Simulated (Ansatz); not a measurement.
# SnH₂Cl₂: geometry relaxation

- system: SnH₂Cl₂
- method: RKS PBE0/def2-SVP (Ansatz 0.2.0)

The input holds or restrains some coordinates. It belongs to a series of runs on one base structure; here: pulled along the bonds that form and break, towards end B. Figures and captions count atoms from 1; the log counts them from 0 in places.

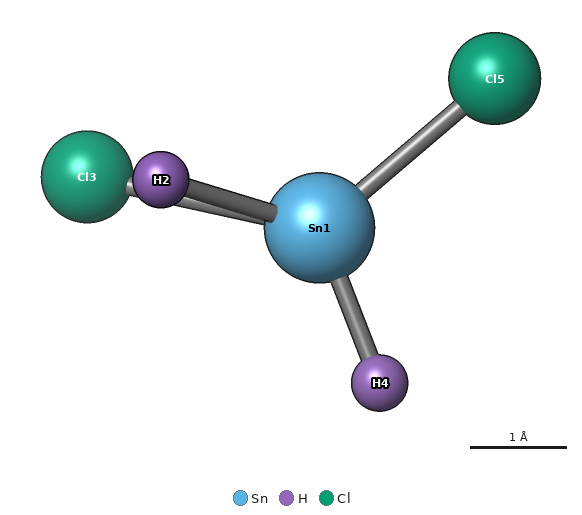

The structure as given in the input (ball-and-stick view, seen on its broad side; atoms are numbered from 1 in the order of the input). Sticks mark near contacts.

The input
```yaml
crystal:
  periodic: [false, false, false]
  atoms:
    - { symbol: Sn, position_ang: [0.0, 0.0, 0.0] }
    - { symbol: H, position_ang: [0.923, 0.0, 1.7063] }
    - { symbol: Cl, position_ang: [2.5085, 0.0, 0.7209] }
    - { symbol: H, position_ang: [-0.8195, 1.4198, -0.5794] }
    - { symbol: Cl, position_ang: [-1.1351, -1.9666, -0.8025] }
basis:
  gaussian: { orbitals: def2-SVP }
hamiltonian:
  xc: pbe0
relax:
  f_tol: 0.15
  max_steps: 25
  restrain:
    - { distance: [1, 2], at: 1.37, k: 30.0 }
    - { distance: [0, 1], at: 2.94, k: 30.0 }
    - { distance: [0, 2], at: 3.61, k: 30.0 }
output:
  orbitals: {}
```

Launch command:
```bash
ansatz run input.yaml --threads 1 --pin off --max-ram 2048MiB --backend cpu --events-out ev --progress --plain --runs-dir out
```

Log
```
The last accepted step is kept in [file] (removed where the run ends without a failure and the disk answers)
Engine: ansatz 0.2.0, aarch64-unknown-linux-gnu
Functional definition: PBE0
  parameter a = 0.25
  parameter kappa = 0.804
  parameter beta = 0.06672455060314922
  exchange = (1 - a)*pbe_x(kappa = kappa, mu = beta*pi^2/3) + a*exact_x
  correlation = pbe_c(beta = beta)
823 factors; integrals over basis functions are off by at most 2.7e-4 eV
mean field evaluation 1: about -30891.2409 eV, gradient 2.0e1 eV
mean field evaluation 2: about -30888.2367 eV, gradient 3.7e1 eV
mean field evaluation 4: about -30892.5221 eV, gradient 1.8e0 eV
mean field evaluation 8: about -30892.5584 eV, gradient 5.1e-2 eV
mean field evaluation 16: about -30892.5585 eV, gradient 4.8e-5 eV
mean field -30892.55845122 eV, -1135.2805833540 hartree, gradient 4.8e-5 eV, S^2 0.000000; 0 other end points of the search recorded, 0 dependent functions left out
the calculation of the forces begins
reference -30892.55847707 eV, -1135.2805843041 hartree; 29, 29 occupied and 43, 43 virtual orbitals, 823 factors
relax step   1: F+E_penalty+E_count = -30892.55845122 eV  Δ(F+E_penalty+E_count) = +0.000e0 eV  max|allowed force component| = 3.068e0 eV/Å  E_restraint = 33.70234158 eV  max|allowed force component, restraints' pulls added| = 4.319e1 eV/Å  Δτ_max = 0.0000 Å  (27 SCF iters, accepted)
  distance H 1 - Cl 2 = 1.8668 Å
  distance Sn 0 - H 1 = 1.9399 Å
  distance Sn 0 - Cl 2 = 2.6100 Å
these checks for a lower state are left out or cut short: starts, cluster_reference, orbital_swaps, neighbouring_geometries, increment
823 factors; integrals over basis functions are off by at most 3.4e-4 eV
mean field -30891.82312650 eV, -1135.2535606692 hartree, gradient 2.3e-5 eV, S^2 0.000000; 0 other end points of the search recorded, 0 dependent functions left out
the calculation of the forces begins
reference -30891.82315200 eV, -1135.2535616062 hartree; 29, 29 occupied and 43, 43 virtual orbitals, 823 factors
relax step   2: F+E_penalty+E_count = -30891.82312650 eV  Δ(F+E_penalty+E_count) = +7.353e-1 eV  max|allowed force component| = 4.348e0 eV/Å  E_restraint = 19.11942232 eV  max|allowed force component, restraints' pulls added| = 3.132e1 eV/Å  Δτ_max = 0.1950 Å  (37 SCF iters, accepted)
  distance H 1 - Cl 2 = 1.8207 Å
  distance Sn 0 - H 1 = 2.2190 Å
  distance Sn 0 - Cl 2 = 2.8673 Å
these checks for a lower state are left out or cut short: starts, cluster_reference, orbital_swaps, neighbouring_geometries, increment
823 factors; integrals over basis functions are off by at most 4.0e-4 eV
mean field evaluation 32: about -30891.4376 eV, gradient 9.8e-6 eV
mean field -30891.43757422 eV, -1135.2393918840 hartree, gradient 1.0e-5 eV, S^2 0.000000; 0 other end points of the search recorded, 0 dependent functions left out
the calculation of the forces begins
reference -30891.43759941 eV, -1135.2393928100 hartree; 29, 29 occupied and 43, 43 virtual orbitals, 823 factors
relax step   3: F+E_penalty+E_count = -30891.43757422 eV  Δ(F+E_penalty+E_count) = +3.856e-1 eV  max|allowed force component| = 4.471e0 eV/Å  E_restraint = 7.78434820 eV  max|allowed force component, restraints' pulls added| = 1.881e1 eV/Å  Δτ_max = 0.1949 Å  (36 SCF iters, accepted)
  distance H 1 - Cl 2 = 1.6828 Å
  distance Sn 0 - H 1 = 2.5019 Å
  distance Sn 0 - Cl 2 = 3.1312 Å
these checks for a lower state are left out or cut short: starts, cluster_reference, orbital_swaps, neighbouring_geometries, increment
823 factors; integrals over basis functions are off by at most 5.7e-4 eV
mean field -30891.96752444 eV, -1135.2588671954 hartree, gradient 2.6e-5 eV, S^2 0.000000; 0 other end points of the search recorded, 0 dependent functions left out
the calculation of the forces begins
reference -30891.96754965 eV, -1135.2588681220 hartree; 29, 29 occupied and 43, 43 virtual orbitals, 823 factors
relax step   4: F+E_penalty+E_count = -30891.96752444 eV  Δ(F+E_penalty+E_count) = -5.300e-1 eV  max|allowed force component| = 4.214e0 eV/Å  E_restraint = 1.34654868 eV  max|allowed force component, restraints' pulls added| = 8.542e0 eV/Å  Δτ_max = 0.1949 Å  (32 SCF iters, accepted)
  distance H 1 - Cl 2 = 1.4722 Å
  distance Sn 0 - H 1 = 2.7760 Å
  distance Sn 0 - Cl 2 = 3.3810 Å
these checks for a lower state are left out or cut short: starts, cluster_reference, orbital_swaps, neighbouring_geometries, increment
823 factors; integrals over basis functions are off by at most 9.9e-4 eV
mean field -30893.26395142 eV, -1135.3065100084 hartree, gradient 1.3e-5 eV, S^2 0.000000; 0 other end points of the search recorded, 0 dependent functions left out
the calculation of the forces begins
reference -30893.26397705 eV, -1135.3065109502 hartree; 29, 29 occupied and 43, 43 virtual orbitals, 823 factors
relax step   5: F+E_penalty+E_count = -30893.26395142 eV  Δ(F+E_penalty+E_count) = -1.296e0 eV  max|allowed force component| = 2.583e0 eV/Å  E_restraint = 0.05591360 eV  max|allowed force component, restraints' pulls added| = 2.105e0 eV/Å  Δτ_max = 0.1944 Å  (28 SCF iters, accepted)
  distance H 1 - Cl 2 = 1.3243 Å
  distance Sn 0 - H 1 = 2.9393 Å
  distance Sn 0 - Cl 2 = 3.5695 Å
these checks for a lower state are left out or cut short: starts, cluster_reference, orbital_swaps, neighbouring_geometries, increment
823 factors; integrals over basis functions are off by at most 9.2e-4 eV
mean field -30893.83546333 eV, -1135.3275126837 hartree, gradient 1.0e-5 eV, S^2 0.000000; 0 other end points of the search recorded, 0 dependent functions left out
the calculation of the forces begins
reference -30893.83548890 eV, -1135.3275136234 hartree; 29, 29 occupied and 43, 43 virtual orbitals, 823 factors
relax step   6: F+E_penalty+E_count = -30893.83546333 eV  Δ(F+E_penalty+E_count) = -5.715e-1 eV  max|allowed force component| = 1.296e0 eV/Å  E_restraint = 0.00977916 eV  max|allowed force component, restraints' pulls added| = 8.067e-1 eV/Å  Δτ_max = 0.1947 Å  (28 SCF iters, accepted)
  distance H 1 - Cl 2 = 1.3453 Å
  distance Sn 0 - H 1 = 2.9334 Å
  distance Sn 0 - Cl 2 = 3.6101 Å
these checks for a lower state are left out or cut short: starts, cluster_reference, orbital_swaps, neighbouring_geometries, increment
823 factors; integrals over basis functions are off by at most 9.0e-4 eV
mean field -30894.07006469 eV, -1135.3361341247 hartree, gradient 2.1e-5 eV, S^2 0.000000; 0 other end points of the search recorded, 0 dependent functions left out
the calculation of the forces begins
reference -30894.07009026 eV, -1135.3361350642 hartree; 29, 29 occupied and 43, 43 virtual orbitals, 823 factors
relax step   7: F+E_penalty+E_count = -30894.07006469 eV  Δ(F+E_penalty+E_count) = -2.346e-1 eV  max|allowed force component| = 1.180e0 eV/Å  E_restraint = 0.01367810 eV  max|allowed force component, restraints' pulls added| = 5.605e-1 eV/Å  Δτ_max = 0.2000 Å  (27 SCF iters, accepted)
  distance H 1 - Cl 2 = 1.3403 Å
  distance Sn 0 - H 1 = 2.9387 Å
  distance Sn 0 - Cl 2 = 3.6151 Å
these checks for a lower state are left out or cut short: starts, cluster_reference, orbital_swaps, neighbouring_geometries, increment
823 factors; integrals over basis functions are off by at most 8.4e-4 eV
mean field evaluation 64: about -30894.1095 eV, gradient 2.3e-1 eV
mean field -30894.12690198 eV, -1135.3382228566 hartree, gradient 2.1e-5 eV, S^2 0.000000; 0 other end points of the search recorded, 0 dependent functions left out
the calculation of the forces begins
reference -30894.12692740 eV, -1135.3382237906 hartree; 29, 29 occupied and 43, 43 virtual orbitals, 823 factors
relax step   8: F+E_penalty+E_count = -30894.12690198 eV  Δ(F+E_penalty+E_count) = -5.684e-2 eV  max|allowed force component| = 9.934e-1 eV/Å  E_restraint = 0.02251730 eV  max|allowed force component, restraints' pulls added| = 8.844e-2 eV/Å  Δτ_max = 0.1408 Å  (28 SCF iters, accepted)
  distance H 1 - Cl 2 = 1.3313 Å
  distance Sn 0 - H 1 = 2.9407 Å
  distance Sn 0 - Cl 2 = 3.6079 Å
```

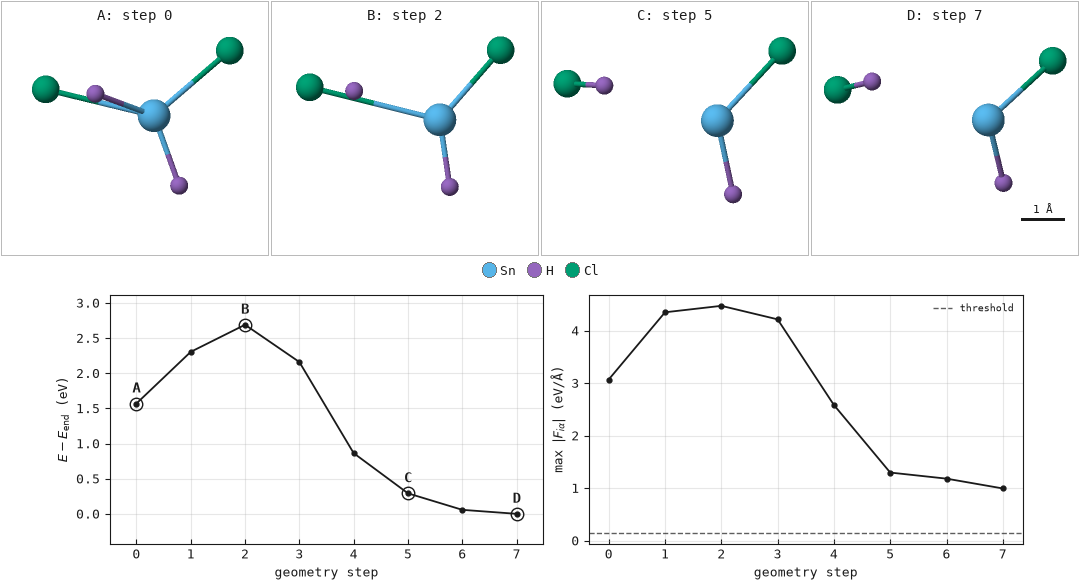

Frames of the restrained relaxation (ball-and-stick view, seen at a tilt) above the curves, on which the letters mark them (the first geometry is step 0 here and step 1 in the log).

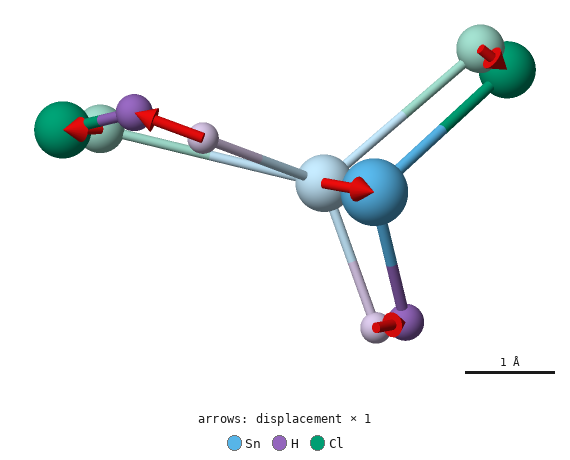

Start (faint) and end (solid) with the displacements as red arrows, at true length (ball-and-stick view, seen at a tilt). The two geometries are laid on each other by the best rigid fit. After 7 geometry steps the energy has fallen by 1.568 eV. The largest force component goes from 3.1 to 0.99 eV/Å. H2 moves most after the best rigid fit: 0.84 Å. Largest moves by element: H 0.84 Å, Sn 0.73 Å, Cl 0.51 Å. Distances before and after: Sn1–H2 1.940 → 2.941 Å, Sn1–Cl3 2.610 → 3.608 Å, H2–Cl3 1.867 → 1.331 Å, Sn1–H4 1.739 → 1.789 Å. New bonds form: H2–Cl3 (1.87 → 1.33 Å). Bonds break: Sn1–Cl3 (2.61 → 3.61 Å), Sn1–H2 (1.94 → 2.94 Å). Among the angles that change: H4–Sn1–Cl5 109.5° → 94.2°. (Atoms are counted from 1 in the order of the input.)

```
823 factors; integrals over basis functions are off by at most 8.4e-4 eV
mean field -30894.12690198 eV, -1135.3382228566 hartree, gradient 2.1e-5 eV, S^2 0.000000; 1 other end points of the search recorded, 0 dependent functions left out
the calculation of the forces begins
reference -30894.12692740 eV, -1135.3382237906 hartree; 29, 29 occupied and 43, 43 virtual orbitals, 823 factors
Total energy: -30894.12692740 eV, -1135.3382237906 hartree
Atom 0 at    -0.696474     0.011513     0.217818 Å, force    -0.046043     0.062521    -0.048872 eV/Å
Atom 1 at     1.715414    -0.113335     1.895589 Å, force     0.964188     0.215828    -0.601357 eV/Å
Atom 2 at     2.786021     0.152685     1.150313 Å, force    -0.993410    -0.224592     0.591429 eV/Å
Atom 3 at    -0.960549     1.231649    -1.063445 Å, force     0.049664    -0.053153     0.055956 eV/Å
Atom 4 at    -1.367512    -1.829312    -1.154975 Å, force     0.025601    -0.000604     0.002844 eV/Å
Dipole moment:     0.024242     0.328012     0.524491 e Å
```

Trajectory as extended XYZ (Å, eV, eV/Å), 8 frames, from step=1 to step=8
```
5
Properties=species:S:1:pos:R:3:forces:R:3 step=1 energy=-30892.55845
Sn    0.0000    0.0000    0.0000   -0.0848  -0.3467   3.0683
H     0.9230    0.0000    1.7063   -1.8050  -0.1881  -1.0356
Cl    2.5085    0.0000    0.7209    0.9276   0.0879  -1.1590
H    -0.8195    1.4198   -0.5794    0.4143  -0.0916  -0.6954
Cl   -1.1351   -1.9666   -0.8025    0.5479   0.5385  -0.1783
5
Properties=species:S:1:pos:R:3:forces:R:3 step=2 energy=-30891.82313
Sn   -0.1601   -0.0013   -0.1113    1.4261  -0.6004   4.3482
H     1.0281   -0.0010    1.7627    0.0419  -0.1479  -2.0933
Cl    2.5637    0.0005    0.7844   -0.3937   0.1268   0.3021
H    -0.8198    1.4226   -0.5849   -0.6222   1.3906  -1.5681
Cl   -1.1351   -1.9676   -0.8055   -0.4521  -0.7691  -0.9889
5
Properties=species:S:1:pos:R:3:forces:R:3 step=3 energy=-30891.43757
Sn   -0.3305   -0.0071   -0.2057    2.5995  -0.2973   4.4710
H     1.1820   -0.0017    1.7873    2.1778  -0.1031  -2.4814
Cl    2.6038    0.0019    0.8872   -1.6957   0.1103   1.8232
H    -0.8319    1.4437   -0.6038   -1.5539   2.6417  -2.1100
Cl   -1.1463   -1.9836   -0.8197   -1.5276  -2.3516  -1.7027
5
Properties=species:S:1:pos:R:3:forces:R:3 step=4 energy=-30891.96752
Sn   -0.4883   -0.0094   -0.2687    3.0345   0.0218   4.2138
H     1.3769   -0.0016    1.7874    2.6159  -0.0650  -1.9840
Cl    2.6357    0.0040    1.0241   -2.1344   0.0689   1.8760
H    -0.8660    1.4930   -0.6433   -1.7389   2.7361  -2.2037
Cl   -1.1815   -2.0328   -0.8542   -1.7771  -2.7618  -1.9021
5
Properties=species:S:1:pos:R:3:forces:R:3 step=5 energy=-30893.26395
Sn   -0.5773   -0.0019   -0.1965    1.4667  -0.1457   2.5827
H     1.5698   -0.0076    1.8107    0.8173  -0.0438  -0.5551
Cl    2.7238    0.0073    1.1612   -0.6169   0.0397   0.5345
H    -0.9705    1.5592   -0.7759   -0.9121   0.7351  -1.4769
Cl   -1.2689   -2.1038   -0.9541   -0.7550  -0.5853  -1.0852
5
Properties=species:S:1:pos:R:3:forces:R:3 step=6 energy=-30893.83546
Sn   -0.5821    0.0020   -0.0307    0.1675   0.0954   0.7160
H     1.6496   -0.0210    1.8730    1.2962   0.0002  -0.7725
Cl    2.8126    0.0155    1.1977   -1.2060  -0.0063   0.7486
H    -1.0693    1.5078   -0.9356   -0.1626  -0.5367  -0.4020
Cl   -1.3338   -2.0512   -1.0592   -0.0951   0.4473  -0.2901
5
Properties=species:S:1:pos:R:3:forces:R:3 step=7 energy=-30894.07006
Sn   -0.6298   -0.0065    0.1313   -0.1617   0.0210  -0.0629
H     1.7065   -0.0027    1.9140    1.1801   0.0107  -0.7334
Cl    2.8288    0.0406    1.1827   -1.1597  -0.0180   0.7154
H    -1.0543    1.3280   -1.0218    0.0560  -0.3447   0.0286
Cl   -1.3743   -1.9061   -1.1609    0.0853   0.3310   0.0523
5
Properties=species:S:1:pos:R:3:forces:R:3 step=8 energy=-30894.12690
Sn   -0.6965    0.0115    0.2178   -0.0460   0.0625  -0.0489
H     1.7154   -0.1133    1.8956    0.9642   0.2158  -0.6014
Cl    2.7860    0.1527    1.1503   -0.9934  -0.2246   0.5914
H    -0.9605    1.2316   -1.0634    0.0497  -0.0532   0.0560
Cl   -1.3675   -1.8293   -1.1550    0.0256  -0.0006   0.0028
```

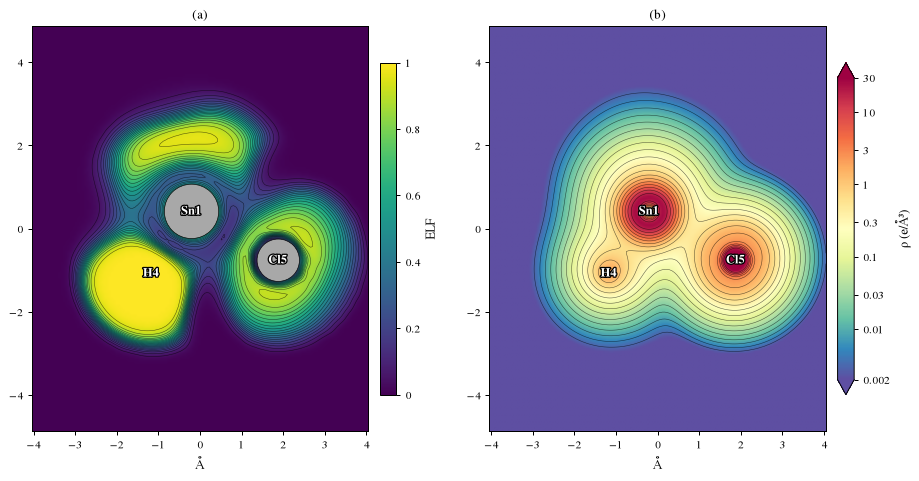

(a) ELF; (b) total electron density on the plane of atoms H4, Sn1 and Cl5. Grey discs, where drawn, cover atomic cores. Sn–Cl (2.39 Å): ρ is about 0.49 e/Å³ halfway; the ELF peaks at about 0.80 in the valence shell of Cl, 0.8 Å from its nucleus, and drops to about 0.15 between the two atoms.

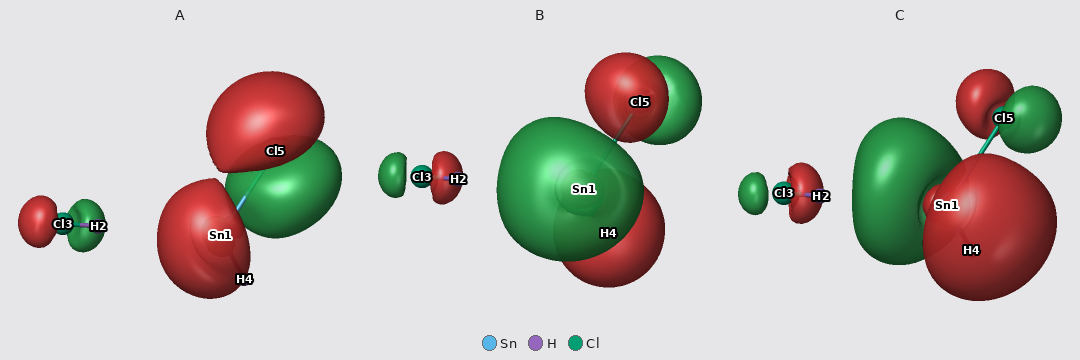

Three frontier orbitals at ±0.08 Å⁻³ᐟ² (green and red are the two phases). A is the HOMO−1 (−8.67 eV). B is the HOMO (−6.98 eV). It lies mainly on Sn1 (50 %), H4 (20 %) and Cl5 (20 %). C is the LUMO (−2.93 eV). It lies mainly on Sn1 (85 %) and Cl5 (10 %). The HOMO–LUMO gap is 4.05 eV between the orbital energies.

Summary

| quantity | value |
| --- | --- |
| outcome | converged under the restraints of the input |
| total energy | −30894.1269 eV |
| mean-field energy | −30894.1269 eV |
| largest force (length of the vector) at the end, held atoms and coordinates included | 1.178 eV/Å |
| hardware | 1 thread of Arm Neoverse V1, 24 GiB of memory available, shared host |
| wall time | 26 s |
| peak memory | 0.15 GiB |
